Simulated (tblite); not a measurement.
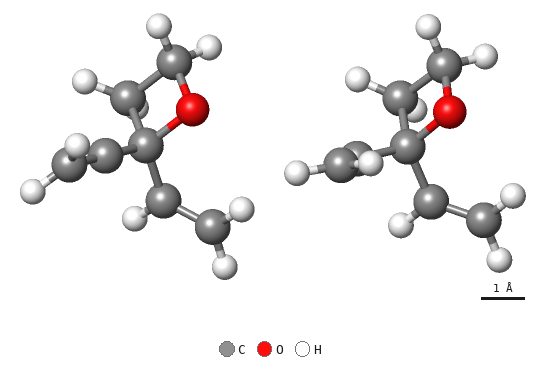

Two geometries of C$_{7}$H$_{9}$O (multiplicity 2), drawn at one scale. One is the start of a relaxation, the other its converged end. Style: ball-and-stick. Shown from a free direction.

The calculation used GFN2-xTB geometry optimisation, gas phase (tblite). 

**Which of the two is the end point?**

The right one is the relaxed one. An H atom moves most after the best rigid fit: 0.71 Å. Largest moves by element: H 0.71 Å, C 0.53 Å, O 0.35 Å. Near-neighbour distances that change, for instance: C–O 1.451 → 1.424 Å, C–C 1.317 → 1.293 Å, C–C 1.341 → 1.318 Å, C–C 1.437 → 1.458 Å. Bond angles that change, for instance: C–C–C 178.5° → 141.4°, H–C–H 119.4° → 114.5°, C–C–H 117.5° → 113.7°. Groups turn about C–C by about 20°. Over 93 geometry steps the energy falls by 25.8 kJ/mol.
